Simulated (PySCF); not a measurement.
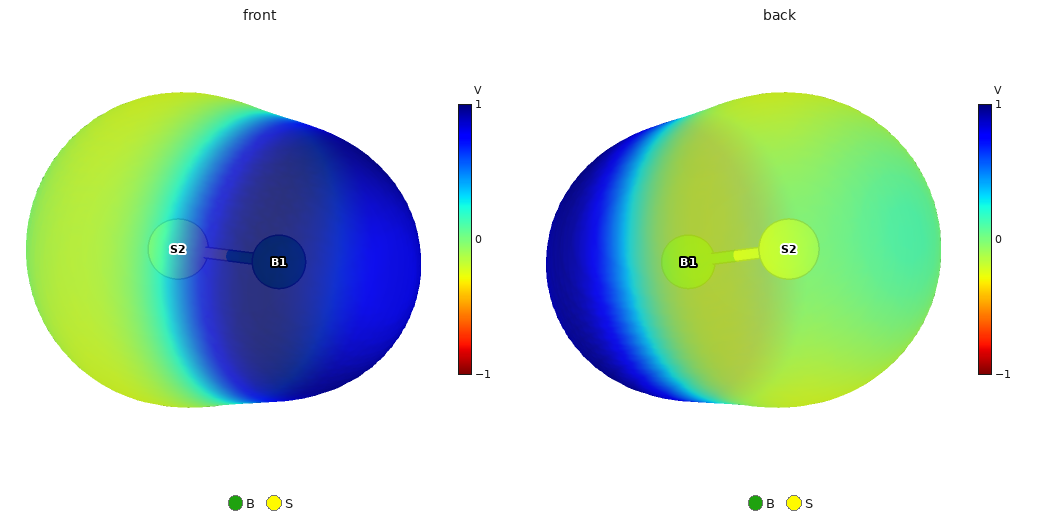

*BS (doublet). The electrostatic potential painted on the density surface at 0.002 e/bohr³, seen from the front and from behind; the colour scale runs from red (negative) to blue (positive).*

Computed with PBE0/pcseg-1, non-relativistic, at a bond length of 1.618 Å in PySCF.

```xyz
2

B     0.0000    0.0000   -1.2036
S     0.0000    0.0000    0.4144
```

### Describe the electrostatic potential map.

The most negative region (about −0.2 V) lies over S2, the most positive (about +1.0 V) over B1.
